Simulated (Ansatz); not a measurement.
Geometry relaxation, with input and output: C₁₈Se (part 2 of 2)

The same run, continued: C₁₈Se (slab, 19 atoms in the cell); DFT PBE, scalar-relativistic, plane waves, PAW, no spin polarisation (Ansatz 0.2.0); cutoff 420 eV, 2×2×1 k-mesh, Fermi–Dirac smearing of 0.05 eV. It belongs to a series of runs on one base structure; here: end point B relaxed.

Geometry of the input (Å; fractional positions):
```
7.3980  0.0000  0.0000
-3.6990  6.4069  0.0000
0.0000  0.0000  13.0000
C  0.0000  0.0000  0.0769
C  0.2222  0.1111  0.0769
C  0.0000  0.3333  0.0769
C  0.2222  0.4444  0.0769
C  0.0000  0.6667  0.0769
C  0.2222  0.7778  0.0769
C  0.3333  0.0000  0.0769
C  0.5556  0.1111  0.0769
C  0.3333  0.3333  0.0769
C  0.5556  0.4444  0.0769
C  0.3333  0.6667  0.0769
C  0.5556  0.7778  0.0769
C  0.6667  0.0000  0.0769
C  0.8889  0.1111  0.0769
C  0.6667  0.3333  0.0769
C  0.8889  0.4444  0.0769
C  0.6667  0.6667  0.0769
C  0.8889  0.7778  0.0769
Se 0.5185  0.2593  0.2123
```

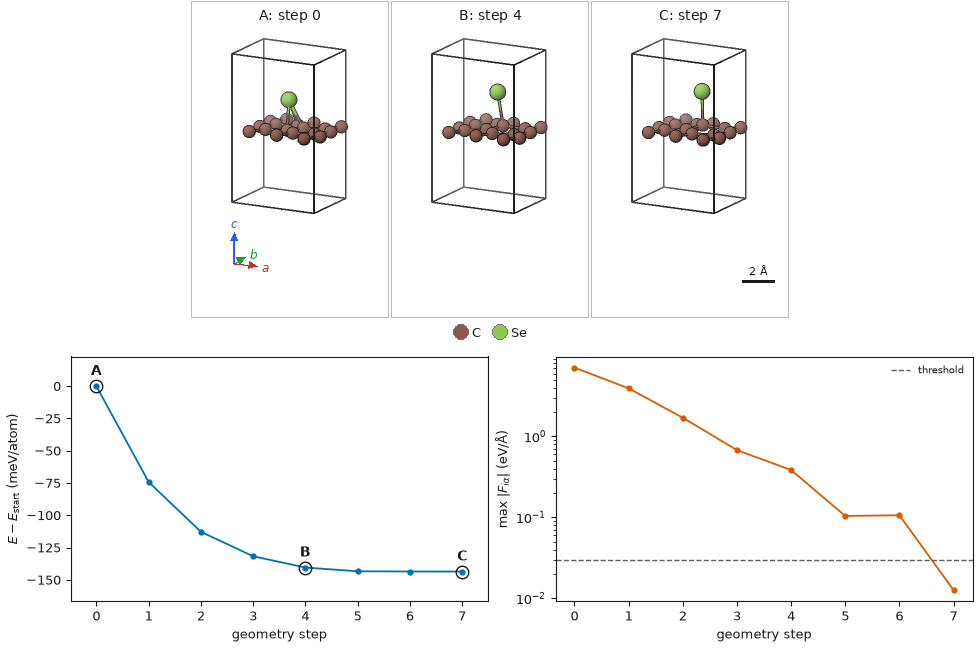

Fig. 1: Frames of the relaxation (ball-and-stick view of the cell of the calculation, with the vacuum cut short (origin shifted), seen slightly off an axis) above the curves, on which the letters mark them (the first geometry is step 0 here and step 1 in the log).

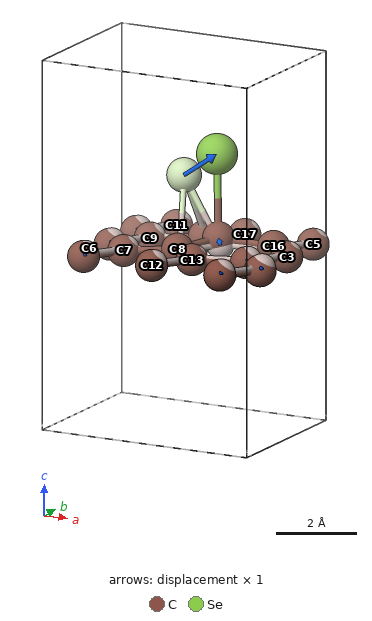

Fig. 2: Start (faint) and end (solid) with the displacements as blue arrows, at true length (ball-and-stick view of the cell of the calculation, with the vacuum cut short (origin shifted), seen slightly off an axis). Over 7 geometry steps the energy falls by 144 meV per atom. The largest force component goes from 7.1 to 0.013 eV/Å. Se19 moves most: 1.03 Å. By element the largest moves are Se 1.03 Å, C 0.20 Å. The cell doesn't change. Among the contacts that change: C10–Se19 2.162 → 2.697 Å, C15–Se19 2.000 → 2.131 Å, C10–C15 1.424 → 1.456 Å. Among the angles that change: C16–C15–Se19 118.3° → 97.9°, C8–C15–Se19 76.3° → 95.7°. (Atoms are counted from 1 in the order of the input.)

```
SCF converged after 7 iterations
Free energy (F): -9983.209563 eV
Harris-Foulkes:  -9983.209563 eV  (|F-HF|=7.48e-9)
Internal energy: -9983.169000 eV  (E = F + TS)
E sigma→0 (E₀):  -9983.189281 eV
Entropy (-TS):   -0.040563 eV (-2.135 meV/atom)
Fermi energy:    -1.136481 eV
--- Per-component energies (eV) ---
  E_band       = -1272.086033
  E_kinetic    = 1751.912353
  E_local      = -23888.231001  (includes V_loc(G=0)·N_el)
  E_nonlocal   = -104.145838
  E_hartree    = 11018.509517
  E_xc         = -966.022034
  E_vxc        = -1164.857087  (∫ρ·V_xc dr)
  E_paw        = -3699.481610  (= ΣΔE_a)
  E_vpaw       = 96.219495  (= ΣTr[D̂ρ^β])
  E_aug_tail   = -0.000453  (compensation charges beyond the density's cutoff)
  E_ewald      = 5904.290067
  E_smearing   = -0.040563  (= −TS)
  E_closure    = 0.000000  (closes the sum)
  Σ components = -9983.209563   (vs F -9983.209563, Δ=0.00e0)
--- Forces (eV/Å), atoms counted from 1 ---
  atom   1  C     -0.00783099    -0.00452123    -0.00411073
  atom   2  C      0.00619734     0.00357803     0.00378893
  atom   3  C     -0.01089230     0.00642573     0.00049370
  atom   4  C     -0.00679695     0.00382999    -0.00204720
  atom   5  C      0.00011869    -0.01264588     0.00049370
  atom   6  C     -0.00008160    -0.00780133    -0.00204720
  atom   7  C     -0.00079840     0.00673321     0.00237976
  atom   8  C      0.00184820     0.00811798     0.00031631
  atom   9  C      0.00543193    -0.00405804     0.00237976
  atom  10  C      0.00795448    -0.00245840     0.00031631
  atom  11  C     -0.00895961    -0.00517283    -0.00128093
  atom  12  C      0.00681475     0.00393450    -0.00270918
  atom  13  C      0.00143939     0.00205411    -0.00271697
  atom  14  C      0.00136000    -0.00936283     0.00114136
  atom  15  C     -0.00422456    -0.00243905     0.00395389
  atom  16  C      0.01139321     0.00657787     0.00693354
  atom  17  C      0.00249861     0.00021949    -0.00271697
  atom  18  C     -0.00742845     0.00585921     0.00114136
  atom  19  Se     0.00195430     0.00112831    -0.00563105
  max |Σ_I F_I| component: 7.84e-5 eV/Å
--- Relaxed structure (8 steps of the walk, 8 accepted, 0 SCFs on fresh bases) ---
  F+E_penalty+E_count = -9983.20956257 eV   max|allowed force component| = 1.265e-2 eV/Å
  atoms:
    - { symbol: C, position: [-0.007572941738513483, -0.0037864708692568185, 0.0697974505334771] }
    - { symbol: C, position: [0.21474584041338426, 0.10737292020669204, 0.07112599244482326] }
    - { symbol: C, position: [-0.006699772390627495, 0.32991821140442185, 0.0726942872016886] }
    - { symbol: C, position: [0.21497464258582333, 0.4411305786617479, 0.07169200419118445] }
    - { symbol: C, position: [-0.006699772390627523, 0.6633820162049504, 0.0726942872016886] }
    - { symbol: C, position: [0.21497464258582324, 0.773844063924075, 0.07169200419118445] }
    - { symbol: C, position: [0.32522723577159135, -0.00448682122480245, 0.0729841548533145] }
    - { symbol: C, position: [0.5462125290620408, 0.10387247433667245, 0.07985400325499077] }
    - { symbol: C, position: [0.3252272357715914, 0.3297140569963939, 0.0729841548533145] }
    - { symbol: C, position: [0.5462125290620408, 0.4423400547253683, 0.07985400325499077] }
    - { symbol: C, position: [0.32584718131024104, 0.6629235906551205, 0.0729275658345913] }
    - { symbol: C, position: [0.547705283609012, 0.7738526418045059, 0.07223302347359628] }
    - { symbol: C, position: [0.6590092328526047, -0.004534438046743527, 0.07343214088804594] }
    - { symbol: C, position: [0.8812563261993493, 0.10735871489909603, 0.0714672452739885] }
    - { symbol: C, position: [0.6594655298776837, 0.3297327649388419, 0.09199643430940237] }
    - { symbol: C, position: [0.885035383225012, 0.4425176916125059, 0.07871146232428193] }
    - { symbol: C, position: [0.6590092328526049, 0.6635436708993484, 0.07343214088804594] }
    - { symbol: C, position: [0.8812563261993491, 0.7738976113002529, 0.0714672452739885] }
    - { symbol: Se, position: [0.6533318351416147, 0.3266659175708075, 0.2558835297534021] }
```

Trajectory as extended XYZ (Å, eV, eV/Å), 8 frames, from step=1 to step=8
```
19
Lattice="7.3980 0.0000 0.0000 -3.6990 6.4069 0.0000 0.0000 0.0000 13.0000" Properties=species:S:1:pos:R:3:forces:R:3 step=1 energy=-9980.48255
C     0.0000    0.0000    1.0000    0.6378   0.3682  -0.1590
C     1.2330    0.7119    1.0000   -1.2479  -0.7205  -1.3238
C    -1.2330    2.1356    1.0000   -0.4410  -0.2980   0.0262
C     0.0000    2.8475    1.0000    0.7454  -0.1656  -0.1580
C    -2.4660    4.2712    1.0000   -0.4785  -0.2329   0.0262
C    -1.2330    4.9831    1.0000    0.2293   0.7284  -0.1580
C     2.4660    0.0000    1.0000   -1.2573  -1.8931  -1.5774
C     3.6990    0.7119    1.0000    0.5590  -1.7841  -0.6389
C     1.2330    2.1356    1.0000   -2.2681  -0.1423  -1.5774
C     2.4660    2.8475    1.0000   -1.2656   1.3761  -0.6389
C     0.0000    4.2712    1.0000    0.1523   0.0880   0.1421
C     1.2330    4.9831    1.0000   -0.2807  -0.1620   0.0454
C     4.9320    0.0000    1.0000    0.3388  -0.1700  -0.1503
C     6.1650    0.7119    1.0000   -0.2932   0.2895   0.0297
C     3.6990    2.1356    1.0000    1.3385   0.7728  -0.7088
C     4.9320    2.8475    1.0000    1.0786   0.6227  -0.1562
C     2.4660    4.2712    1.0000    0.0221   0.3784  -0.1503
C     3.6990    4.9831    1.0000    0.1041  -0.3987   0.0297
Se    2.8770    1.6610    2.7600    2.3263   1.3431   7.0973
19
Lattice="7.3980 0.0000 0.0000 -3.6990 6.4069 0.0000 0.0000 0.0000 13.0000" Properties=species:S:1:pos:R:3:forces:R:3 step=2 energy=-9981.89213
C    -0.0052   -0.0030    0.9859   -0.0757  -0.0437  -0.1814
C     1.2154    0.7017    0.9477   -0.0330  -0.0190  -0.7675
C    -1.2363    2.1330    0.9975   -0.2665   0.0719  -0.0760
C    -0.0030    2.8454    0.9879    0.2015   0.0972  -0.1552
C    -2.4699    4.2697    0.9975   -0.0710  -0.2668  -0.0760
C    -1.2363    4.9815    0.9879    0.1850   0.1259  -0.1552
C     2.4486   -0.0151    0.9561   -0.5086  -0.3951  -0.8560
C     3.6945    0.6975    1.0104   -0.2462  -0.7683  -0.3365
C     1.2112    2.1281    0.9561   -0.5965  -0.2430  -0.8560
C     2.4513    2.8508    1.0104   -0.7885   0.1709  -0.3365
C    -0.0019    4.2701    1.0033   -0.2404  -0.1388   0.0632
C     1.2283    4.9804    0.9989    0.0236   0.0136  -0.0220
C     4.9314   -0.0060    0.9953    0.2097  -0.1462  -0.0362
C     6.1593    0.7116    0.9986   -0.1316  -0.1572  -0.0507
C     3.7043    2.1387    1.0221    0.1281   0.0740   0.0109
C     4.9407    2.8525    0.9954    0.6526   0.3768  -0.0163
C     2.4605    4.2737    0.9953   -0.0218   0.2547  -0.0362
C     3.6959    4.9784    0.9986   -0.2020  -0.0354  -0.0507
Se    2.9791    1.7200    2.9150    1.7829   1.0293   3.9362
19
Lattice="7.3980 0.0000 0.0000 -3.6990 6.4069 0.0000 0.0000 0.0000 13.0000" Properties=species:S:1:pos:R:3:forces:R:3 step=3 energy=-9982.62445
C    -0.0111   -0.0064    0.9708   -0.2560  -0.1478  -0.1766
C     1.2093    0.6982    0.9110    0.0809   0.0467  -0.4173
C    -1.2409    2.1319    0.9897   -0.0507   0.0868  -0.1041
C    -0.0062    2.8440    0.9749   -0.1779   0.0483  -0.1469
C    -2.4732    4.2663    0.9897    0.0498  -0.0873  -0.1041
C    -1.2391    4.9795    0.9749   -0.0472  -0.1782  -0.1469
C     2.4363   -0.0219    0.9214    0.1238   0.1850  -0.2629
C     3.6835    0.6861    1.0135   -0.1640  -0.2471  -0.1822
C     1.1992    2.1208    0.9214    0.2221   0.0147  -0.2629
C     2.4359    2.8469    1.0135   -0.2960  -0.0185  -0.1822
C    -0.0080    4.2666    1.0031   -0.1084  -0.0626  -0.0318
C     1.2238    4.9778    0.9958   -0.0029  -0.0017  -0.0467
C     4.9281   -0.0117    0.9931   -0.1031  -0.0098  -0.0023
C     6.1532    0.7074    0.9923   -0.0479  -0.1376  -0.0814
C     3.7001    2.1362    1.0493   -0.2830  -0.1634   0.4988
C     4.9452    2.8551    0.9969    0.0920   0.0531   0.0267
C     2.4540    4.2737    0.9931   -0.0600  -0.0844  -0.0023
C     3.6893    4.9751    0.9923   -0.1431   0.0273  -0.0814
Se    3.0887    1.7833    3.0632    1.1724   0.6769   1.7076
19
Lattice="7.3980 0.0000 0.0000 -3.6990 6.4069 0.0000 0.0000 0.0000 13.0000" Properties=species:S:1:pos:R:3:forces:R:3 step=4 energy=-9982.98467
C    -0.0198   -0.0114    0.9435   -0.1284  -0.0741  -0.1292
C     1.2075    0.6972    0.8860   -0.0905  -0.0522  -0.1146
C    -1.2482    2.1290    0.9732    0.0803   0.0455  -0.0827
C    -0.0128    2.8412    0.9540   -0.2818  -0.0631  -0.0859
C    -2.4793    4.2614    0.9732    0.0796   0.0468  -0.0827
C    -1.2448    4.9752    0.9540   -0.1955  -0.2125  -0.0859
C     2.4321   -0.0222    0.9094    0.2858   0.2089   0.0023
C     3.6740    0.6797    1.0244   -0.0035  -0.0482  -0.0862
C     1.1968    2.1173    0.9094    0.3238   0.1431   0.0023
C     2.4256    2.8420    1.0244   -0.0435   0.0211  -0.0862
C    -0.0168    4.2615    0.9899    0.0370   0.0213  -0.0926
C     1.2162    4.9734    0.9857   -0.0328  -0.0189  -0.0433
C     4.9198   -0.0165    0.9893   -0.1866   0.0215   0.0093
C     6.1449    0.7014    0.9761    0.0017  -0.0309  -0.0878
C     3.6909    2.1309    1.1020   -0.2848  -0.1644   0.5302
C     4.9408    2.8526    1.0029   -0.1383  -0.0799   0.0452
C     2.4456    4.2689    0.9893   -0.0747  -0.1723   0.0093
C     3.6799    4.9709    0.9761   -0.0259   0.0169  -0.0878
Se    3.2157    1.8566    3.1972    0.6785   0.3917   0.4714
19
Lattice="7.3980 0.0000 0.0000 -3.6990 6.4069 0.0000 0.0000 0.0000 13.0000" Properties=species:S:1:pos:R:3:forces:R:3 step=5 energy=-9983.15053
C    -0.0294   -0.0170    0.9175   -0.0392  -0.0227  -0.0132
C     1.2024    0.6942    0.9025   -0.0175  -0.0101  -0.0602
C    -1.2571    2.1230    0.9543    0.0398   0.0431  -0.0269
C    -0.0240    2.8354    0.9379   -0.1330  -0.0567  -0.0117
C    -2.4890    4.2567    0.9543    0.0572   0.0129  -0.0269
C    -1.2555    4.9684    0.9379   -0.1156  -0.0868  -0.0117
C     2.4311   -0.0228    0.9303    0.0574   0.0647   0.0062
C     3.6682    0.6744    1.0392   -0.0266   0.0273  -0.0491
C     1.1958    2.1167    0.9303    0.0848   0.0174   0.0062
C     2.4181    2.8396    1.0392    0.0103  -0.0367  -0.0491
C    -0.0278    4.2552    0.9669    0.0177   0.0102  -0.0616
C     1.2039    4.9663    0.9650    0.0232   0.0134  -0.0118
C     4.9072   -0.0222    0.9763    0.0030  -0.0008  -0.0059
C     6.1353    0.6949    0.9504   -0.0346  -0.0171  -0.0410
C     3.6798    2.1245    1.1479   -0.1525  -0.0880   0.3859
C     4.9298    2.8462    1.0087   -0.0627  -0.0362  -0.0550
C     2.4343    4.2609    0.9763    0.0008   0.0030  -0.0059
C     3.6695    4.9659    0.9504   -0.0321  -0.0214  -0.0410
Se    3.3753    1.9487    3.2748    0.3195   0.1845   0.0788
19
Lattice="7.3980 0.0000 0.0000 -3.6990 6.4069 0.0000 0.0000 0.0000 13.0000" Properties=species:S:1:pos:R:3:forces:R:3 step=6 energy=-9983.20552
C    -0.0384   -0.0222    0.9100   -0.0221  -0.0128  -0.0184
C     1.1938    0.6893    0.9203    0.0767   0.0443  -0.0058
C    -1.2657    2.1167    0.9435   -0.0132   0.0317  -0.0141
C    -0.0360    2.8289    0.9327   -0.0181   0.0094  -0.0126
C    -2.4987    4.2523    0.9435    0.0208  -0.0273  -0.0141
C    -1.2671    4.9612    0.9327   -0.0009  -0.0204  -0.0126
C     2.4254   -0.0265    0.9467   -0.0086   0.0218  -0.0085
C     3.6605    0.6683    1.0402   -0.0007   0.0705   0.0362
C     1.1897    2.1137    0.9467    0.0146  -0.0183  -0.0085
C     2.4090    2.8359    1.0402    0.0607  -0.0359   0.0362
C    -0.0371    4.2498    0.9518   -0.0217  -0.0125  -0.0108
C     1.1941    4.9606    0.9456    0.0224   0.0129  -0.0115
C     4.8971   -0.0267    0.9597    0.0065  -0.0194  -0.0034
C     6.1269    0.6895    0.9325   -0.0482   0.0063   0.0096
C     3.6678    2.1176    1.1891   -0.1042  -0.0602   0.0504
C     4.9172    2.8390    1.0104    0.0005   0.0003   0.0268
C     2.4254    4.2543    0.9597   -0.0136   0.0153  -0.0034
C     3.6606    4.9613    0.9325   -0.0186  -0.0449   0.0096
Se    3.5435    2.0458    3.3225    0.0680   0.0393  -0.0496
19
Lattice="7.3980 0.0000 0.0000 -3.6990 6.4069 0.0000 0.0000 0.0000 13.0000" Properties=species:S:1:pos:R:3:forces:R:3 step=7 energy=-9983.20873
C    -0.0420   -0.0243    0.9055   -0.0031  -0.0018   0.0186
C     1.1934    0.6890    0.9237   -0.1041  -0.0601   0.0030
C    -1.2713    2.1149    0.9425    0.0842  -0.0379   0.0109
C    -0.0408    2.8266    0.9287   -0.0370  -0.0289   0.0195
C    -2.5030    4.2485    0.9425    0.0093   0.0919   0.0109
C    -1.2715    4.9582    0.9287   -0.0435  -0.0176   0.0195
C     2.4231   -0.0277    0.9496    0.0341  -0.0145  -0.0036
C     3.6572    0.6673    1.0427   -0.0227  -0.0671  -0.0314
C     1.1876    2.1123    0.9496    0.0045   0.0367  -0.0036
C     2.4065    2.8336    1.0427   -0.0695   0.0139  -0.0314
C    -0.0420    4.2470    0.9458    0.0388   0.0224  -0.0057
C     1.1898    4.9582    0.9397   -0.0182  -0.0105   0.0055
C     4.8923   -0.0291    0.9569   -0.0156   0.0060   0.0058
C     6.1207    0.6880    0.9300    0.1064  -0.0151  -0.0197
C     3.6605    2.1134    1.1956    0.0049   0.0028   0.0449
C     4.9113    2.8356    1.0224   -0.0026  -0.0015  -0.0327
C     2.4210    4.2514    0.9569   -0.0026  -0.0165   0.0058
C     3.6562    4.9567    0.9300    0.0401   0.0997  -0.0197
Se    3.6190    2.0894    3.3266   -0.0033  -0.0019   0.0036
19
Lattice="7.3980 0.0000 0.0000 -3.6990 6.4069 0.0000 0.0000 0.0000 13.0000" Properties=species:S:1:pos:R:3:forces:R:3 step=8 energy=-9983.20956
C    -0.0420   -0.0243    0.9074   -0.0078  -0.0045  -0.0041
C     1.1915    0.6879    0.9246    0.0062   0.0036   0.0038
C    -1.2699    2.1137    0.9450   -0.0109   0.0064   0.0005
C    -0.0414    2.8263    0.9320   -0.0068   0.0038  -0.0020
C    -2.5034    4.2502    0.9450    0.0001  -0.0126   0.0005
C    -1.2721    4.9579    0.9320   -0.0001  -0.0078  -0.0020
C     2.4226   -0.0287    0.9488   -0.0008   0.0067   0.0024
C     3.6567    0.6655    1.0381    0.0018   0.0081   0.0003
C     1.1864    2.1124    0.9488    0.0054  -0.0041   0.0024
C     2.4047    2.8340    1.0381    0.0080  -0.0025   0.0003
C    -0.0415    4.2473    0.9481   -0.0090  -0.0052  -0.0013
C     1.1894    4.9580    0.9390    0.0068   0.0039  -0.0027
C     4.8921   -0.0291    0.9546    0.0014   0.0021  -0.0027
C     6.1224    0.6878    0.9291    0.0014  -0.0094   0.0011
C     3.6590    2.1126    1.1960   -0.0042  -0.0024   0.0040
C     4.9106    2.8351    1.0232    0.0114   0.0066   0.0069
C     2.4209    4.2512    0.9546    0.0025   0.0002  -0.0027
C     3.6569    4.9583    0.9291   -0.0074   0.0059   0.0011
Se    3.6250    2.0929    3.3265    0.0020   0.0011  -0.0056
```
